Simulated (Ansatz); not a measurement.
```yaml
crystal:
  lattice:
    - [7.10715, 0.00000, 0.00000]
    - [0.00000, 7.10715, 0.00000]
    - [0.00000, 0.00000, 10.52644]
  atoms:
    - { symbol: Ca, position: [0.00000, 0.50000, 0.25000] }
    - { symbol: Ca, position: [0.50000, 0.00000, 0.75000] }
    - { symbol: Ca, position: [0.50000, 0.00000, 0.25000] }
    - { symbol: Ca, position: [0.00000, 0.50000, 0.75000] }
    - { symbol: Zr, position: [0.00000, 0.00000, 0.50000] }
    - { symbol: Zr, position: [0.50000, 0.50000, 0.00000] }
    - { symbol: Zr, position: [0.00000, 0.00000, 0.00000] }
    - { symbol: Zr, position: [0.50000, 0.50000, 0.50000] }
    - { symbol: Se, position: [0.83842, 0.33842, 0.00000] }
    - { symbol: Se, position: [0.33842, 0.83842, 0.50000] }
    - { symbol: Se, position: [0.16158, 0.33842, 0.50000] }
    - { symbol: Se, position: [0.66158, 0.83842, 0.00000] }
    - { symbol: Se, position: [0.00000, 0.00000, 0.75000] }
    - { symbol: Se, position: [0.50000, 0.50000, 0.25000] }
    - { symbol: Se, position: [0.16158, 0.66158, 0.00000] }
    - { symbol: Se, position: [0.66158, 0.16158, 0.50000] }
    - { symbol: Se, position: [0.33842, 0.16158, 0.00000] }
    - { symbol: Se, position: [0.83842, 0.66158, 0.50000] }
    - { symbol: Se, position: [0.00000, 0.00000, 0.25000] }
    - { symbol: Se, position: [0.50000, 0.50000, 0.75000] }
```

Space group I4/mcm; a structure generated by program, which may or may not match a known phase.

Theory: Ansatz 0.2.0, DFT PBE, scalar-relativistic, plane waves, PAW.

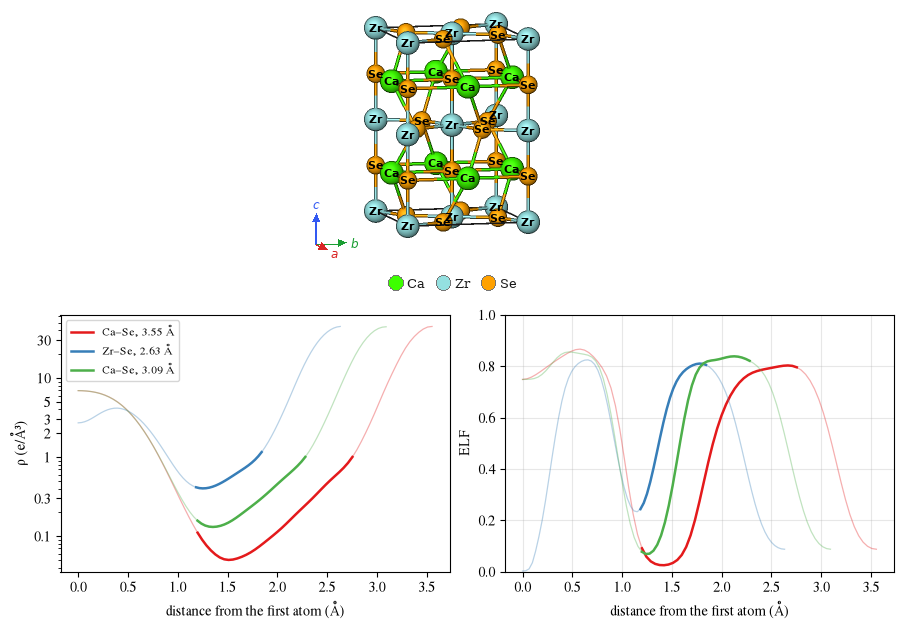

CaZrSe$_{3}$. Valence charge density (pseudo) and ELF along straight lines between neighbouring atoms. Thin, pale parts lie inside the atomic spheres. The structure is drawn too.

In a PAW calculation such maps are meaningful between the atoms, not at the nuclei.

### Compare the contacts.

Ca–Se (3.55 Å): ρ is about 0.07 e/Å³ halfway, with its minimum of 0.05 e/Å³ about 1.5 Å from Ca; the ELF is about 0.25 at the midpoint and 0 at its lowest between the atoms: a largely ionic contact.
Zr–Se (2.63 Å): the density is about 0.41 e/Å³ at the midpoint; the ELF is about 0.40 at the midpoint.
Ca–Se (3.09 Å): ρ is about 0.16 e/Å³ halfway, with its minimum of 0.13 e/Å³ about 1.4 Å from Ca; the ELF is about 0.40 at the midpoint; a closed-shell, largely ionic contact.
